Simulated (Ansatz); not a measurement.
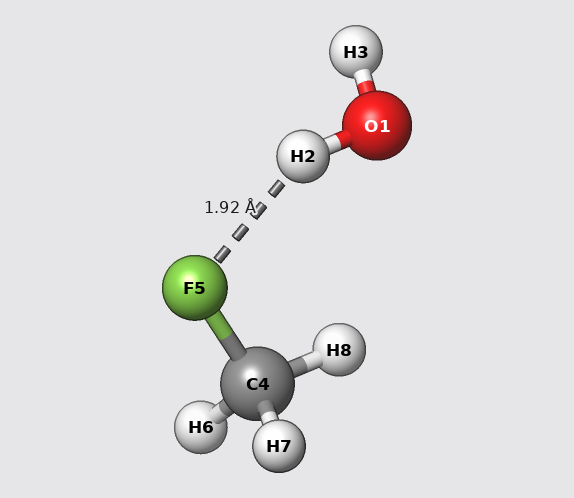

Two molecules or ions; the broken line marks their closest contact (measured against van der Waals radii). Geometry: a pair of rigid molecules at a changed separation. Program: Ansatz 0.2.0.

Which two species are they?

Answer. H2O and CH3F (`CF.O`).

Give the counterpoise-corrected interaction energy (kJ/mol, monomers kept as in the pair) with RHF-CCSD(T) (frozen core)/def2-TZVPPD; PBE-D4/def2-TZVPPD; r2SCAN-D4/def2-TZVPPD.

```json
{"level": "RHF-CCSD(T) (frozen core)/def2-TZVPPD", "interaction energy (kJ/mol)": "−13.7"}
{"level": "PBE-D4/def2-TZVPPD", "interaction energy (kJ/mol)": "−14.6"}
{"level": "r2SCAN-D4/def2-TZVPPD", "interaction energy (kJ/mol)": "−16.0"}
```
